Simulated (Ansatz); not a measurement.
# C2H2F2Ga (SMILES F/C=[CH]\[Ga+][F]) (charge +1): what the fields show

Input file:

```
crystal:
  periodic: [false, false, false]
  atoms:
    - {symbol: C, position_ang: [-1.358498, 2.498917, -2.030034]}
    - {symbol: C, position_ang: [-2.086445, 1.478404, -1.555251]}
    - {symbol: F, position_ang: [-0.064319, 2.548669, -1.842272]}
    - {symbol: F, position_ang: [-0.318969, -1.055166, 0.221451]}
    - {symbol: Ga, position_ang: [-1.148431, 0.151349, -0.622585]}
    - {symbol: H, position_ang: [-1.762140, 3.348914, -2.594796]}
    - {symbol: H, position_ang: [-3.168442, 1.400495, -1.690674]}
basis:
  gaussian:
    orbitals: def2-TZVPD
total_charge: 1
hamiltonian:
  xc: pbe0
output: {forces: true, orbitals: {seedname: orbitals}}
```

Command:

```sh
ansatz run input.yaml --threads 1 --pin off --max-ram 2610MiB --events-out events.jsonl --progress --plain --runs-dir runs
```

Geometry: PBE0-D3(BJ)/def2-SVP.

All numbers below come from isolated molecule in a Gaussian basis; Kohn-Sham density functional theory, functional PBE0 (Ansatz 0.2.0).

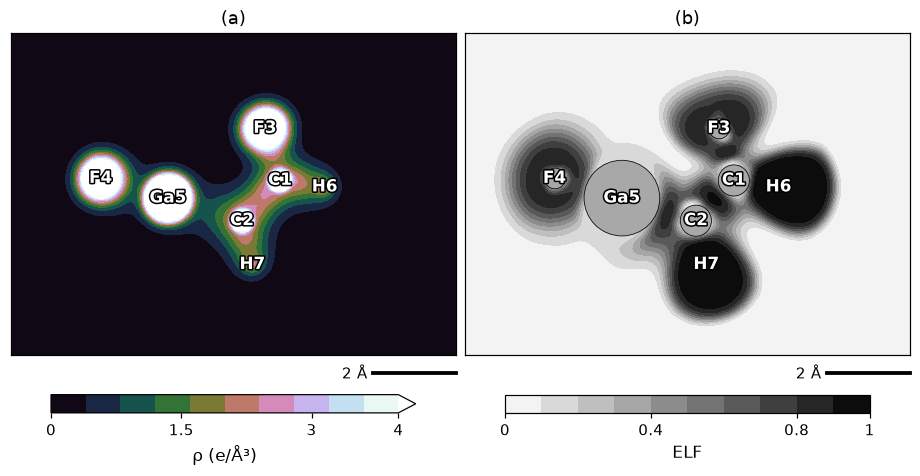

Figure 1. (a) electron density; (b) ELF on the molecular plane. Grey discs cover the atomic cores in the ELF map.

Question: Read the bonding off the picture.

Answer: Atoms in the plane: C, F, Ga and H.
C–F (1.31 Å): ρ at the midpoint is about 2.5 e/Å³; the ELF peaks at about 0.85 between the atoms; a shared but strongly polarised pair.
C–C (1.34 Å): ρ is about 2.4 e/Å³ halfway; the ELF peaks at about 0.95 between the atoms: a multiple bond.
Ga–F (1.69 Å): the density is about 1.1 e/Å³ at the midpoint; the ELF peaks at about 0.80 in the valence shell of F, 0.5 Å from its nucleus, and is about 0.20 at the midpoint.
C–Ga (1.87 Å): ρ is about 0.91 e/Å³ halfway; the ELF peaks at about 0.85 in the valence shell of C, 0.7 Å from its nucleus, and is about 0.55 at the midpoint.
C–H (1.09 Å): ρ at the midpoint is about 2.1 e/Å³; the ELF climbs to about 1 towards the hydrogen, as it does in any bond to H (an ordinary covalent bond to hydrogen).
The ELF also peaks beside F4 and F3, away from the bonds: lone-pair regions.

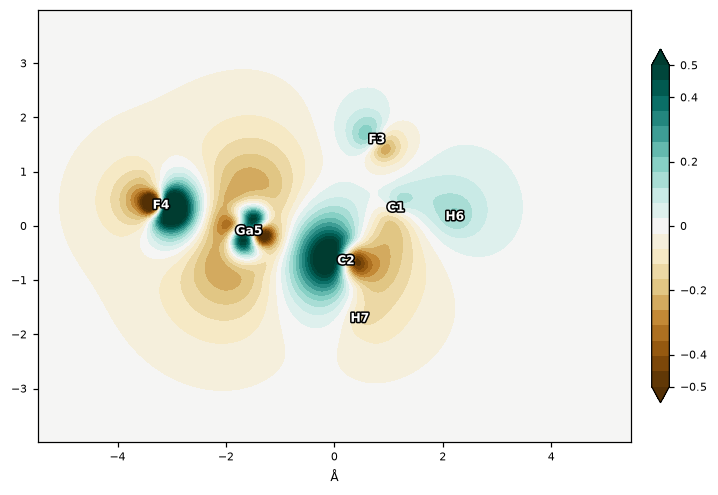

Figure 2. One frontier orbital on the molecular plane (values in Å⁻³ᐟ²; the overall sign is arbitrary).

Question: Which orbital is it: HOMO or LUMO?

Answer: The LUMO, at −7.75 eV. By Hirshfeld shares it lies mainly on Ga5 (about 60 %), C2 (about 20 %) and F4 (about 15 %); it is symmetric in the molecular plane (an in-plane orbital: σ, lone-pair or in-plane π type).

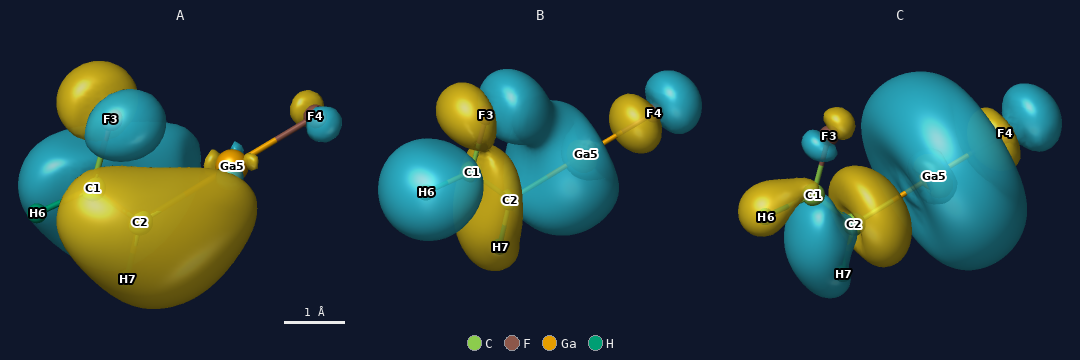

Figure 3. Three frontier orbitals at ±0.08 Å⁻³ᐟ² (yellow and cyan are the two phases), in no order.

Question: Order the three orbitals by energy and name them.

Answer: B is the HOMO−1 (−16.52 eV). Its weight (Hirshfeld) is mainly on C2 (about 20 %), C1 (about 20 %), F3 (about 20 %), Ga5 (about 15 %), H6 (about 15 %) and F4 (about 10 %); it is symmetric in the molecular plane (an in-plane orbital: σ, lone-pair or in-plane π type). A is the HOMO (−14.09 eV). Its weight (Hirshfeld) is mainly on C2 (about 45 %), C1 (about 25 %), F3 (about 15 %) and Ga5 (about 10 %); it changes sign across the molecular plane (π type); π-bonding across C1–C2; π-antibonding (a node) across C1–F3. C is the LUMO (−7.75 eV). It lies mainly on Ga5 (about 60 %), C2 (about 20 %) and F4 (about 15 %); it is symmetric in the molecular plane (an in-plane orbital: σ, lone-pair or in-plane π type).

Question: What is the HOMO–LUMO gap?

Answer: 6.34 eV between the orbital energies.
